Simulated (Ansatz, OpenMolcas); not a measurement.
## A small benchmark: atomisation enthalpy at 298 K

10 molecules without hydrogen; the atomisation enthalpy at 298 K in kJ/mol, computed less measured. Shapes, held fixed at every level: PBE0-D4/def2-TZVP. Thermal terms are harmonic and unscaled (BLYP/cc-pVTZ, PBE0-D4/def2-TZVP); the spin-orbit lowering of the free atoms is taken from their spectra. Programs: OpenMolcas 26.06. Measured values: Active Thermochemical Tables, NIST-JANAF tables.

Levels: A = HF/cc-pVTZ; B = BLYP/cc-pVTZ; C = PBE/cc-pVTZ.

```json
{"molecule": "CuCl (cuprous chloride)", "from tabulated heats": "368", "A": "-123", "B": "-28", "C": "-3"}
{"molecule": "ClF (chlorine monofluoride)", "from tabulated heats": "256", "A": "-235", "B": "+9", "C": "+31"}
{"molecule": "BOF (fluoro(oxo)borane)", "from tabulated heats": "1501", "A": "-453", "B": "+6", "C": "+44"}
{"molecule": "CO2 (carbon dioxide)", "from tabulated heats": "1609", "A": "-600", "B": "+43", "C": "+112"}
{"molecule": "CS2 (carbon disulfide)", "from tabulated heats": "1154", "A": "-494", "B": "+10", "C": "+80"}
{"molecule": "N2O (nitrous oxide)", "from tabulated heats": "1112", "A": "-769", "B": "+108", "C": "+167"}
{"molecule": "SiO2 (silicon dioxide molecule)", "from tabulated heats": "1254", "A": "-638", "B": "-16", "C": "+12"}
{"molecule": "C2N2 (bisisocyanide)", "from tabulated heats": "1766", "A": "-838", "B": "+85", "C": "+164"}
{"molecule": "NF3 (nitrogen trifluoride)", "from tabulated heats": "843", "A": "-701", "B": "+94", "C": "+166"}
{"molecule": "NO2F (nitryl fluoride)", "from tabulated heats": "1159", "A": "-915", "B": "+136", "C": "+229"}
```

Q: Which level does best on this set, which worst, and which err to one side?

A: 
| level | kind | mean error | mean absolute error | worst case |
| --- | --- | --- | --- | --- |
| HF/cc-pVTZ | Hartree–Fock | -576.6 | 576.6 | NO2F |
| BLYP/cc-pVTZ | GGA | +44.7 | 53.5 | NO2F |
| PBE/cc-pVTZ | GGA | +100.2 | 100.8 | NO2F |

On this set BLYP/cc-pVTZ has the smallest mean absolute error and HF/cc-pVTZ the largest. HF/cc-pVTZ is too low in 10 of 10; BLYP/cc-pVTZ is too high in 8 of 10; PBE/cc-pVTZ is too high in 9 of 10. The heats of CuCl (cuprous chloride), NO2F (nitryl fluoride) come from older tables and can be uncertain by 10 kJ/mol or more. Heats of the atoms come from ATcT where it has them, that of boron, 570 kJ/mol, from recent work. The tabulated values of BOF, SiO2 are in doubt (older tables, estimates, or at odds with other calculations) and kept here. Over the 8 molecules whose values aren't doubted the mean absolute errors are A 584.4; B 64.1; C 119.0. Hartree–Fock lacks correlation and underbinds. Relativity is left out for Cu. The set is small.

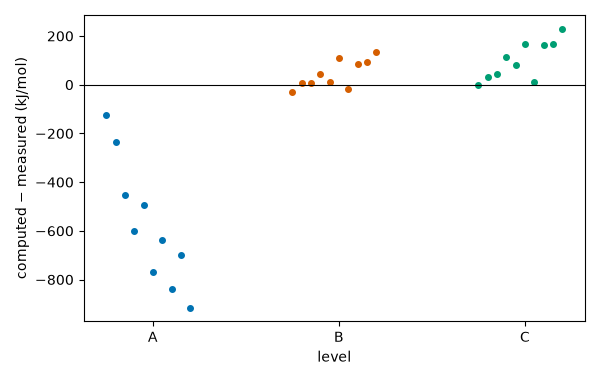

Errors of each level, one point a molecule.
